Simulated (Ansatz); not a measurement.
# C$_{10}$H$_{10}$F$_{2}$Ti (SMILES [F][Ti]12345678([F])([CH]9[CH]1[CH]2[CH]3[CH]94)[CH]1[CH]5[CH]6[CH]7[CH]18): what the fields show

```xyz
23

F     0.6737   -0.5263   -2.1094
Ti    0.2814   -0.4468   -0.3346
F     0.9548   -2.0587    0.1735
C    -1.8785   -0.6515   -1.3950
C    -1.8971    0.4806   -0.5598
C    -1.7754    0.0306    0.7794
C    -1.6441   -1.3650    0.7556
C    -1.7007   -1.7866   -0.5923
C     0.6639    1.7453    0.5289
C     1.5068    1.5974   -0.5813
C     2.4515    0.5898   -0.2825
C     2.1977    0.1285    1.0168
C     1.0771    0.8158    1.5173
H    -1.8853   -0.6371   -2.4734
H    -2.0018    1.5052   -0.8828
H    -1.7735    0.6533    1.6602
H    -1.4653   -2.0022    1.6083
H    -1.5538   -2.7963   -0.9431
H    -0.1595    2.4371    0.6128
H     1.4123    2.1120   -1.5254
H     3.1877    0.1943   -0.9650
H     2.7023   -0.6901    1.5050
H     0.6257    0.6706    2.4869
```

Geometry: PBE0-D4/def2-TZVP.

All numbers below come from Ansatz, RKS PBE0-D4/def2-TZVPP.

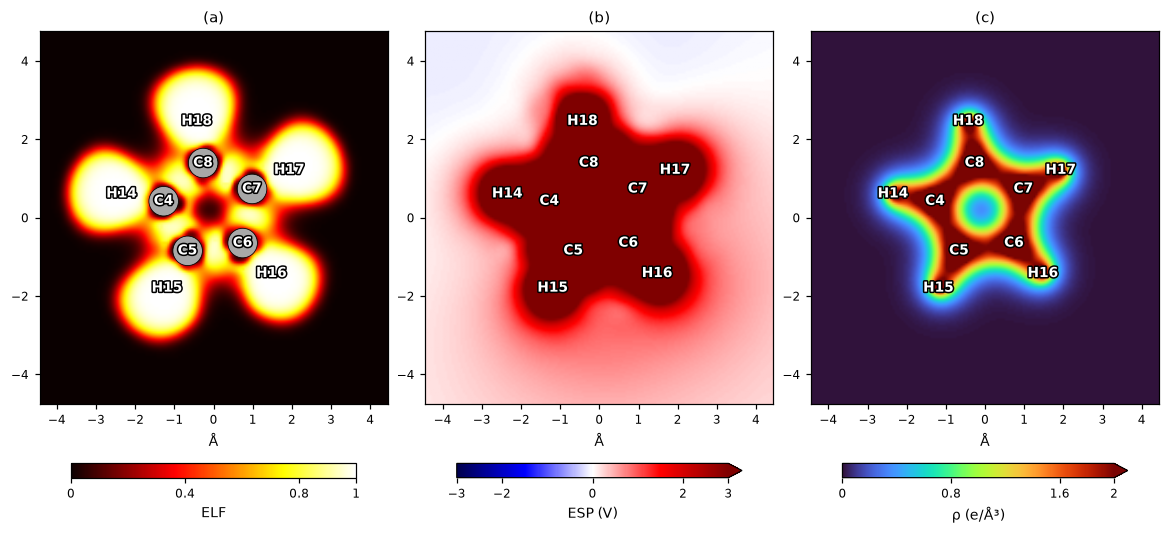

Figure 1. (a) electron localisation function; (b) molecular electrostatic potential; (c) electron density on the plane of atoms C4, C8 and C7. Grey discs cover the atomic cores in the ELF map.

Q: What does the map show?

A:
- The section cuts through C and H sites.
- C–C (1.40 Å): the density is about 2.1 e/Å³ at the midpoint; the ELF peaks at about 0.95 between the atoms; localised, covalent bonding.
- C–H (1.08 Å): ρ at the midpoint is about 2.1 e/Å³; the ELF climbs to about 1 towards the hydrogen, as it does in any bond to H: an ordinary covalent bond to hydrogen.
- The potential has no marked negative region in this plane.

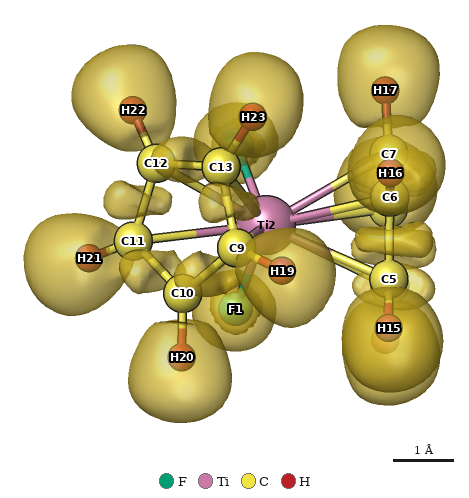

Figure 2. Isosurface of the ELF at 0.8 (yellow), seen at a tilt. Only the valence region is drawn (cores and ρ < 0.01 e/Å³ removed).

Q: Identify the bonds, lone pairs and shells in this picture.

A: The surface consists of ten regions between bonded C–C atoms (shared pairs), ten regions around hydrogen nuclei and two regions wrapped around F (the valence shell of each).


 Ti–F (1.82 Å): the ELF peaks at about 0.85 in the valence shell of F, 0.5 Å from its nucleus, and drops to about 0.25 between the two atoms.

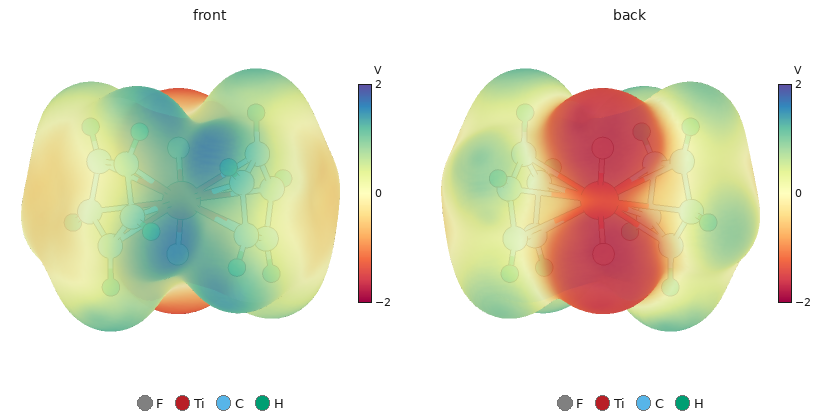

Figure 3. The molecular electrostatic potential painted on the density surface at 0.002 e/bohr³, seen from the front and from behind; red is negative and blue positive.

Q: Describe the electrostatic potential map.

A: The most negative region (about −1.7 V) lies over F1 and F3, the most positive (about +1.5 V) over H16 and H19.
